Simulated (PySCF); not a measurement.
# [BiF3]2+: other spin states, a change of charge and excitations

How does [BiF3]2+ respond at fixed geometry? The runs cover other spin states, a change of charge and excitations. The structure is generated, not taken from experiment.

Program: PySCF 2.14.0. Level of theory: PBE, Bi def2-SVP with ECP60, F def2-SVP; scalar-relativistic core potentials, no spin–orbit coupling. These are calculated values, not measurements.

3 further runs of the same task are left out: 2 for a known fault of the program, 1 that didn't finish.

## Step 1: The starting structure

4 atoms, charge 2, spin multiplicity 1.

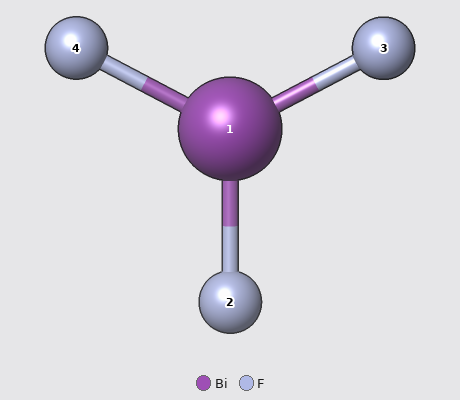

The geometry (bismuth purple, fluorine light blue); atoms are numbered from 1 in the order of the file.

As a file:

```tsv
atom	x (Å)	y (Å)	z (Å)
Bi1	-0.0333	0.0000	0.0000
F2	1.9685	-0.0014	0.0000
F3	-0.9662	1.7710	0.0000
F4	-0.9689	-1.7696	0.0000
```

Formal oxidation states: Bi +5. An earlier session relaxed this geometry at PBE, Bi def2-SVP with ECP60, F def2-SVP (singlet, point group C2v).

Its energy there is -512.616865 Eh.

## Step 2: Multiplicity 3 at the relaxed geometry

run.py (the lines that set the calculation)

```python
mol = gto.M(atom='''
Bi    -0.03334    -0.00001     0.00000
F      1.96848    -0.00139     0.00000
F     -0.96620     1.77102     0.00000
F     -0.96894    -1.76962     0.00000''',
    basis={'Bi': 'def2-SVP', 'F': 'def2-SVP'},
    ecp={'Bi': 'def2-SVP'},
    charge=2, spin=2)
mf = dft.UKS(mol, xc='PBE')
mf.grids.atom_grid = (50, 194)
mf = mf.density_fit()  # fitting sets: Bi def2-universal-JKFIT, F def2-universal-JKFIT
mf.conv_tol = 1e-08; mf.max_cycle = 55
mf.kernel(dm0)  # dm0: free metal ions and neutral atoms
```

Command:

```
$ OMP_NUM_THREADS=2 python run.py
```

Standard output:

```text
init E= -518.043621798686
cycle= 1 E= -511.00829732285  delta_E= 7.04  |g|= 1.91  |ddm|= 3.08
cycle= 2 E= -507.25342817731  delta_E= 3.75  |g|= 3.28  |ddm|= 3.96
cycle= 3 E= -512.452108725733  delta_E= -5.2  |g|= 0.476  |ddm|= 2.74
cycle= 4 E= -509.324483236335  delta_E= 3.13  |g|= 2.45  |ddm|= 2.12
  HOMO = -0.81506361889  LUMO = -0.803769578384  gap/eV = 0.30733
cycle= 5 E= -511.955427291689  delta_E= -2.63  |g|=  1.1  |ddm|= 1.62
cycle= 6 E= -512.356609041463  delta_E= -0.401  |g|= 0.626  |ddm|= 0.439
cycle= 7 E= -512.482397650007  delta_E= -0.126  |g|= 0.426  |ddm|= 0.948
cycle= 8 E= -512.28536021508  delta_E= 0.197  |g|= 0.728  |ddm|= 0.807
cycle= 9 E= -512.575421671174  delta_E= -0.29  |g|= 0.11  |ddm|= 0.797
cycle= 10 E= -512.579201950612  delta_E= -0.00378  |g|= 0.0678  |ddm|= 0.0683
cycle= 11 E= -512.580063063665  delta_E= -0.000861  |g|= 0.0563  |ddm|= 0.0333
cycle= 12 E= -512.534853441055  delta_E= 0.0452  |g|= 0.306  |ddm|= 0.258
cycle= 13 E= -512.579490843439  delta_E= -0.0446  |g|= 0.0641  |ddm|= 0.266
cycle= 14 E= -512.580838757371  delta_E= -0.00135  |g|= 0.038  |ddm|= 0.0327
cycle= 15 E= -512.580845657758  delta_E= -6.9e-06  |g|= 0.0376  |ddm|= 0.0407
cycle= 16 E= -512.580742972109  delta_E= 0.000103  |g|= 0.0401  |ddm|= 0.0223
cycle= 17 E= -512.580908901303  delta_E= -0.000166  |g|= 0.0358  |ddm|= 0.0183
cycle= 18 E= -512.581212574529  delta_E= -0.000304  |g|= 0.0259  |ddm|= 0.0118
cycle= 19 E= -512.581409512154  delta_E= -0.000197  |g|= 0.0167  |ddm|= 0.0451
cycle= 20 E= -512.581513431112  delta_E= -0.000104  |g|= 0.00837  |ddm|= 0.0134
...
  HOMO = -0.834098719247  LUMO = -0.760178879167  gap/eV = 2.01146
cycle= 26 E= -512.581547898653  delta_E= -4.24e-08  |g|= 0.00047  |ddm|= 0.000248
  HOMO = -0.834098761568  LUMO = -0.760179011295  gap/eV = 2.01146
cycle= 27 E= -512.581547984671  delta_E= -8.6e-08  |g|= 0.000258  |ddm|= 0.000378
  HOMO = -0.83409878301  LUMO = -0.760177373266  gap/eV = 2.01150
cycle= 28 E= -512.581548002212  delta_E= -1.75e-08  |g|= 0.000221  |ddm|= 0.000285
  HOMO = -0.834100550397  LUMO = -0.760179396268  gap/eV = 2.01150
cycle= 29 E= -512.58154799938  delta_E= 2.83e-09  |g|= 0.000251  |ddm|= 0.000199
  HOMO = -0.834099642992  LUMO = -0.760178431294  gap/eV = 2.01150
cycle= 30 E= -512.581548020655  delta_E= -2.13e-08  |g|= 0.000138  |ddm|= 0.000171
  HOMO = -0.834100083379  LUMO = -0.76017896232  gap/eV = 2.01150
cycle= 31 E= -512.581548023307  delta_E= -2.65e-09  |g|= 0.000123  |ddm|= 9.17e-05
  HOMO = -0.834100176324  LUMO = -0.76017929639  gap/eV = 2.01149
cycle= 32 E= -512.581548025506  delta_E= -2.2e-09  |g|= 0.000105  |ddm|= 6.52e-05
  HOMO = -0.834100237134  LUMO = -0.760179093465  gap/eV = 2.01150
cycle= 33 E= -512.581548028559  delta_E= -3.05e-09  |g|= 6.81e-05  |ddm|= 5.05e-05
Extra cycle  E= -512.581529859661  delta_E= 1.82e-05  |g|= 0.00607  |ddm|= 0.00643
SCF not converged.
macro= 0  E= -512.581548029274  delta_E= -1.81696e-05  |g|= 0.00607396  1 KF 4 JK
macro= 1  E= -512.581548029698  delta_E= -4.2337e-10  |g|= 3.79032e-05  1 KF 2 JK
macro X = 2  E=-512.581548029698  |g|= 3.79032e-05  total 3 KF 9 JK
converged SCF energy = -512.581548029698  <S^2> = 2.0077168  2S+1 = 3.0051401
```

Run time: 18 s. Hardware: 2 threads of Arm Neoverse N1, shared host.

Result: E = -512.581548 Eh (+0.961 eV from the relaxed state), HOMO -22.70 eV, LUMO -23.41 eV (over both spins), ⟨S²⟩ = 2.008, Mulliken charge on Bi1 +1.92 e. An empty level of one spin lies below a filled level of the other.

## Step 3: One electron removed, multiplicity 2

run.py (the lines that set the calculation): that of step 2 with these lines changed.

```diff
@@ -7,3 +7,3 @@
     ecp={'Bi': 'def2-SVP'},
-    charge=2, spin=2)
+    charge=3, spin=1)
 mf = dft.UKS(mol, xc='PBE')
@@ -12,2 +12,2 @@
 mf.conv_tol = 1e-08; mf.max_cycle = 55
-mf.kernel(dm0)  # dm0: free metal ions and neutral atoms
+mf.kernel(dm0)  # dm0: the density of the relaxed state
```

Command:

```
$ OMP_NUM_THREADS=2 python run.py
```

Standard output:

```text
init E= -512.620584532031
  HOMO = -0.8687122998  LUMO = -0.864598813343  gap/eV = 0.11193
cycle= 1 E= -511.522843685467  delta_E=  1.1  |g|= 0.453  |ddm|= 0.69
  HOMO = -1.1499541425  LUMO = -1.14813541861  gap/eV = 0.04949
cycle= 2 E= -510.733429100767  delta_E= 0.789  |g|= 1.31  |ddm|= 1.37
  HOMO = -1.17626914242  LUMO = -1.16459362315  gap/eV = 0.31771
cycle= 3 E= -511.12312950468  delta_E= -0.39  |g|=    1  |ddm|= 1.62
  HOMO = -1.16188291757  LUMO = -1.15799687482  gap/eV = 0.10574
cycle= 4 E= -511.486870266784  delta_E= -0.364  |g|= 0.463  |ddm|=  1.1
  HOMO = -1.15872487277  LUMO = -1.14760485375  gap/eV = 0.30259
cycle= 5 E= -511.434369461313  delta_E= 0.0525  |g|= 0.565  |ddm|= 0.943
  HOMO = -1.15676403804  LUMO = -1.14921063905  gap/eV = 0.20554
cycle= 6 E= -511.488165709335  delta_E= -0.0538  |g|= 0.474  |ddm|= 0.218
  HOMO = -1.15659647378  LUMO = -1.14958893793  gap/eV = 0.19068
cycle= 7 E= -511.510229606888  delta_E= -0.0221  |g|= 0.431  |ddm|= 0.195
  HOMO = -1.15761828244  LUMO = -1.14900332296  gap/eV = 0.23442
cycle= 8 E= -511.48825272193  delta_E= 0.022  |g|= 0.475  |ddm|= 0.101
  HOMO = -1.15579303905  LUMO = -1.14973477196  gap/eV = 0.16485
cycle= 9 E= -511.493531158307  delta_E= -0.00528  |g|= 0.48  |ddm|= 0.814
  HOMO = -1.15518690345  LUMO = -1.1502445871  gap/eV = 0.13449
cycle= 10 E= -511.547785469051  delta_E= -0.0543  |g|= 0.337  |ddm|= 0.25
  HOMO = -1.15529970996  LUMO = -1.15008748776  gap/eV = 0.14183
...
cycle= 52 E= -511.533336076929  delta_E= 0.0095  |g|= 0.405  |ddm|= 0.0338
  HOMO = -1.15381652192  LUMO = -1.04994299482  gap/eV = 2.82654
cycle= 53 E= -511.528323592831  delta_E= 0.00501  |g|= 0.417  |ddm|= 0.0252
  HOMO = -1.15145260756  LUMO = -1.04866228402  gap/eV = 2.79707
cycle= 54 E= -511.51042093279  delta_E= 0.0179  |g|= 0.461  |ddm|= 0.0383
  HOMO = -1.15391579139  LUMO = -1.05018715128  gap/eV = 2.82260
cycle= 55 E= -511.506200884788  delta_E= 0.00422  |g|= 0.467  |ddm|= 0.023
SCF not converged.
  HOMO = -1.00499651023  LUMO = -1.00119372329  gap/eV = 0.10348
macro= 0  E= -511.592381474956  delta_E= -0.0861806  |g|= 0.156175  3 KF 18 JK
macro= 1  E= -511.603565558828  delta_E= -0.0111841  |g|= 0.0423638  4 KF 22 JK
macro= 2  E= -511.603841413885  delta_E= -0.000275855  |g|= 0.0295291  2 KF 8 JK
macro= 3  E= -511.604963545071  delta_E= -0.00112213  |g|= 0.0120814  4 KF 21 JK
macro= 4  E= -511.60560623508  delta_E= -0.00064269  |g|= 0.0157594  2 KF 9 JK
macro= 5  E= -511.605834026685  delta_E= -0.000227792  |g|= 0.00912674  4 KF 25 JK
macro= 6  E= -511.605702326953  delta_E= 0.0001317  |g|= 0.00805232  2 KF 7 JK
macro= 7  E= -511.605848052321  delta_E= -0.000145725  |g|= 0.00179674  3 KF 12 JK
macro= 8  E= -511.605878950276  delta_E= -3.0898e-05  |g|= 0.00232707  2 KF 9 JK
macro= 9  E= -511.605888355617  delta_E= -9.40534e-06  |g|= 6.63659e-05  3 KF 13 JK
macro= 10  E= -511.605888355929  delta_E= -3.12411e-10  |g|= 3.90435e-05  1 KF 2 JK
macro X = 11  E=-511.605888355929  |g|= 3.90435e-05  total 31 KF 158 JK
converged SCF energy = -511.605888355929  <S^2> = 0.75292342  2S+1 = 2.0029213
```

It took 47 s on 2 threads of Arm Neoverse N1, shared host.

Result: E = -511.605888 Eh (+27.510 eV from the relaxed state), HOMO -31.49 eV, LUMO -31.35 eV (over both spins), ⟨S²⟩ = 0.753, Mulliken charge on Bi1 +2.33 e. 

## Step 4: One electron added, multiplicity 2

run.py (the lines that set the calculation): that of step 3 with these lines changed.

```diff
@@ -7,3 +7,3 @@
     ecp={'Bi': 'def2-SVP'},
-    charge=3, spin=1)
+    charge=1, spin=1)
 mf = dft.UKS(mol, xc='PBE')
```

Command:

```
$ OMP_NUM_THREADS=2 python run.py
```

Standard output:

```text
init E= -512.620287000125
  HOMO = -0.829483376066  LUMO = -0.820604809866  gap/eV = 0.24160
cycle= 1 E= -513.271345610879  delta_E= -0.651  |g|= 0.307  |ddm|= 1.21
  HOMO = -0.483864535506  LUMO = -0.452256725556  gap/eV = 0.86009
cycle= 2 E= -513.143595432998  delta_E= 0.128  |g|= 0.663  |ddm|= 0.65
  HOMO = -0.541491570212  LUMO = -0.509446791845  gap/eV = 0.87198
cycle= 3 E= -513.29699115082  delta_E= -0.153  |g|= 0.116  |ddm|= 0.534
  HOMO = -0.547299572006  LUMO = -0.51386023994  gap/eV = 0.90993
cycle= 4 E= -513.301150437742  delta_E= -0.00416  |g|= 0.0764  |ddm|= 0.184
  HOMO = -0.548030870745  LUMO = -0.514266825313  gap/eV = 0.91877
cycle= 5 E= -513.303460124798  delta_E= -0.00231  |g|= 0.0209  |ddm|= 0.082
  HOMO = -0.548638192711  LUMO = -0.513991355361  gap/eV = 0.94279
cycle= 6 E= -513.303644251915  delta_E= -0.000184  |g|= 0.00271  |ddm|= 0.0189
  HOMO = -0.548810390915  LUMO = -0.513943081816  gap/eV = 0.94879
cycle= 7 E= -513.303647869815  delta_E= -3.62e-06  |g|= 0.000482  |ddm|= 0.00343
  HOMO = -0.548814116645  LUMO = -0.513914608135  gap/eV = 0.94966
cycle= 8 E= -513.303647825368  delta_E= 4.44e-08  |g|= 0.000613  |ddm|= 0.000821
  HOMO = -0.548813905373  LUMO = -0.513910385896  gap/eV = 0.94977
cycle= 9 E= -513.303647984171  delta_E= -1.59e-07  |g|= 8.74e-05  |ddm|= 0.000549
  HOMO = -0.548811994418  LUMO = -0.513906363101  gap/eV = 0.94983
cycle= 10 E= -513.303647987919  delta_E= -3.75e-09  |g|= 1.13e-05  |ddm|= 0.000101
  HOMO = -0.548813072572  LUMO = -0.513907377439  gap/eV = 0.94983
Extra cycle  E= -513.303647987052  delta_E= 8.67e-10  |g|= 4.64e-05  |ddm|= 5.39e-05
converged SCF energy = -513.303647987052  <S^2> = 0.75344568  2S+1 = 2.0034427
```

Wall time 1.9 s (2 threads of Arm Neoverse N1, shared host).

Result: E = -513.303648 Eh (-18.688 eV from the relaxed state), HOMO -14.93 eV, LUMO -13.98 eV (over both spins), ⟨S²⟩ = 0.753, Mulliken charge on Bi1 +1.64 e. 

## Step 5: Singlet excitations, Tamm-Dancoff PBE0

run.py (the lines that set the calculation): that of step 4 with these lines changed.

```diff
@@ -7,4 +7,4 @@
     ecp={'Bi': 'def2-SVP'},
-    charge=1, spin=1)
-mf = dft.UKS(mol, xc='PBE')
+    charge=2, spin=0)
+mf = dft.RKS(mol, xc='PBE0')
 mf.grids.atom_grid = (50, 194)
```

Command:

```
$ OMP_NUM_THREADS=2 python run.py
```

Standard output:

```text
init E= -512.529912805873
  HOMO = -0.960376566421996  LUMO = -0.804057067877981  gap/eV = 4.25367
cycle= 1 E= -512.535116635173  delta_E= -0.0052  |g|= 0.0918  |ddm|= 0.35
  HOMO = -0.940200195380625  LUMO = -0.793770086663748  gap/eV = 3.98457
cycle= 2 E= -512.531053381545  delta_E= 0.00406  |g|= 0.174  |ddm|= 0.269
  HOMO = -0.955209775095191  LUMO = -0.801578165346104  gap/eV = 4.18053
cycle= 3 E= -512.536945158982  delta_E= -0.00589  |g|= 0.0106  |ddm|= 0.161
  HOMO = -0.952443276309442  LUMO = -0.800611847209655  gap/eV = 4.13154
cycle= 4 E= -512.536911663022  delta_E= 3.35e-05  |g|= 0.0166  |ddm|= 0.0219
  HOMO = -0.953714001755598  LUMO = -0.800245109323175  gap/eV = 4.17610
cycle= 5 E= -512.536969007783  delta_E= -5.73e-05  |g|= 0.00135  |ddm|= 0.0143
  HOMO = -0.953655777933225  LUMO = -0.800230004679765  gap/eV = 4.17493
cycle= 6 E= -512.536969445877  delta_E= -4.38e-07  |g|= 0.000168  |ddm|= 0.00156
  HOMO = -0.953639819648847  LUMO = -0.800216348482898  gap/eV = 4.17487
cycle= 7 E= -512.53696945292  delta_E= -7.04e-09  |g|= 9.72e-06  |ddm|= 0.000233
  HOMO = -0.953641451047874  LUMO = -0.800216451239795  gap/eV = 4.17491
Extra cycle  E= -512.53696945288  delta_E= 4.05e-11  |g|= 1.76e-05  |ddm|= 2.17e-05
converged SCF energy = -512.53696945288
```

Run time: 18 s. Hardware: 2 threads of Arm Neoverse N1, shared host.

It gives: E = -512.536969 Eh, HOMO -25.95 eV, LUMO -21.77 eV, Mulliken charge on Bi1 +2.19 e. 

Singlet excitations:

```tsv
state	energy (eV)	oscillator strength
1	2.13	0.0002
2	2.17	0.0000
3	2.22	0.0000
4	2.39	0.0056
5	2.41	0.0062
6	2.78	0.0061
7	5.66	0.0769
8	5.80	0.0839
```

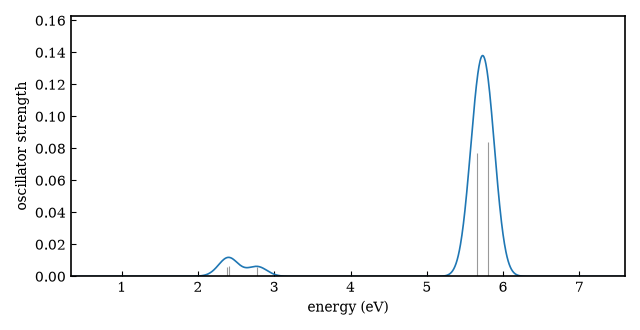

Absorption from the eight lowest singlets. Lines are broadened to a width of 0.30 eV (Gaussian).

## Step 6: Results

| state | energy from the relaxed state (eV) | ⟨S²⟩ | time |
| --- | --- | --- | --- |
| charge +2, singlet, vacuum (relaxed) | 0 | 0.00 |  |
| charge +1, doublet, vacuum | -18.69 | 0.75 | 1.9 s |
| charge +2, triplet, vacuum | 0.96 | 2.01 | 18 s |
| charge +3, doublet, vacuum | 27.51 | 0.75 | 47 s |

An electron taken off or put on is at rest in vacuum. 

In the excitation run (PBE0), the lowest singlet lies at 2.13 eV (gaps between orbitals at other levels can't be set against it), and the brightest of the eight at 5.80 eV (f = 0.084); spin–orbit coupling would mix in triplets. Removing an electron vertically costs 27.51 eV (doublet), against −HOMO = 23.66 eV. Adding an electron vertically releases 18.69 eV (doublet). The triplet lies 0.96 eV above at this geometry. These are double-zeta-type bases without diffuse functions. Spin–orbit coupling is left out.
